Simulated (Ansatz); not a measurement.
# Si2H6 (singlet): the correlation ladder, cc-pV(D+d)Z

Aim: climb from Hartree-Fock through coupled cluster and multireference methods for Si2H6 (singlet) at one geometry and basis, and see what each rung misses.

The runs use Ansatz 0.2.0, Gaussian basis; cc-pV(D+d)Z, core rule «outside noble gas», up to 10 orbitals frozen.

To be run: UHF; CCSD(T) on RHF; BCCD(T) on RHF; CISD; CCSDT(Q) on RHF; CASSCF and MRCISD+Q, 8 electrons in 8 orbitals; CASSCF and NEVPT2, 8 electrons in 8 orbitals.

15 further runs of the same task are left out: 2 that didn't finish, 13 set aside as unsound or not needed.

## (1) The system

The geometry is an MP2(full)/6-31G* stationary point (not a proven minimum).

8 atoms, charge 0, spin multiplicity 1.

Atoms are counted from 1 here; the program's logs count them from 0.

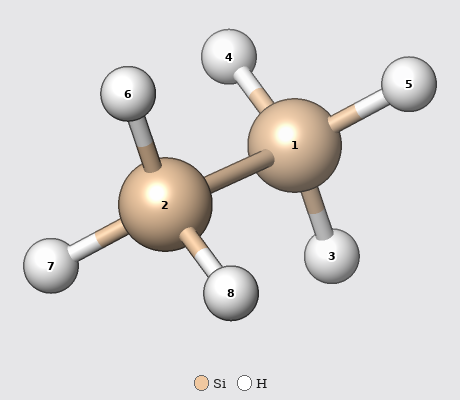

The structure; silicon light orange, hydrogen white; atoms are numbered from 1 in the order of the file.

## (2) UHF

The input, in.yaml:

```yaml
crystal:
  periodic: [false, false, false]
  atoms:
    - {symbol: Si, position_ang: [0.000000, 0.000000, 1.167683]}
    - {symbol: Si, position_ang: [0.000000, 0.000000, -1.167683]}
    - {symbol: H, position_ang: [0.000000, 1.393286, 1.686020]}
    - {symbol: H, position_ang: [-1.206621, -0.696643, 1.686020]}
    - {symbol: H, position_ang: [1.206621, -0.696643, 1.686020]}
    - {symbol: H, position_ang: [0.000000, -1.393286, -1.686020]}
    - {symbol: H, position_ang: [-1.206621, 0.696643, -1.686020]}
    - {symbol: H, position_ang: [1.206621, 0.696643, -1.686020]}
basis:
  gaussian: {orbitals: "cc-pV(D+d)Z.json"}
magnetization: {spin_polarized: true, initial_magnetization: 0}
hamiltonian: {xc: hf}
output: {orbitals: {seedname: orbitals}}
```

Started as:

```bash
$ ansatz run in.yaml --threads 1 --pin off --events-out ev --progress --plain --max-ram 4160MiB --backend cpu
```

After this run come: CCSD(T) on RHF; BCCD(T) on RHF; CISD; CCSDT(Q) on RHF; CASSCF and MRCISD+Q, 8 electrons in 8 orbitals; CASSCF and NEVPT2, 8 electrons in 8 orbitals.

**Question.** What will the summary of the whole plan be? Wanted: RCCSDT(Q) below the RHF energy; RMP2 from RCCSDT(Q); RCCSD from RCCSDT(Q); RCCSD(T) from RCCSDT(Q); NEVPT2 frontier from RCCSDT(Q); MRCISD+Q frontier from RCCSDT(Q); T1 diagnostic.

The runs gave:

| quantity | value |
| --- | --- |
| RCCSDT(Q) below the RHF energy | -7.4473 eV |
| RMP2 from RCCSDT(Q) | +37.50 kcal/mol |
| RCCSD from RCCSDT(Q) | +4.72 kcal/mol |
| RCCSD(T) from RCCSDT(Q) | +0.90 kcal/mol |
| NEVPT2 frontier from RCCSDT(Q) | +39.87 kcal/mol |
| MRCISD+Q frontier from RCCSDT(Q) | +1.20 kcal/mol |
| levels within 1 kcal/mol (43 meV) | RCCSD(T), BCCD(T), RCCSDT |
| T1 diagnostic | 0.012 |

**Reading.** RCCSD(T) lands +0.90 kcal/mol from the yardstick (0.5 % of the correlation energy). Of the multireference levels listed MRCISD+Q frontier comes nearest in total energy (+1.20 kcal/mol), which doesn't show that its space is the better one. These misses are within one basis, not against nature.
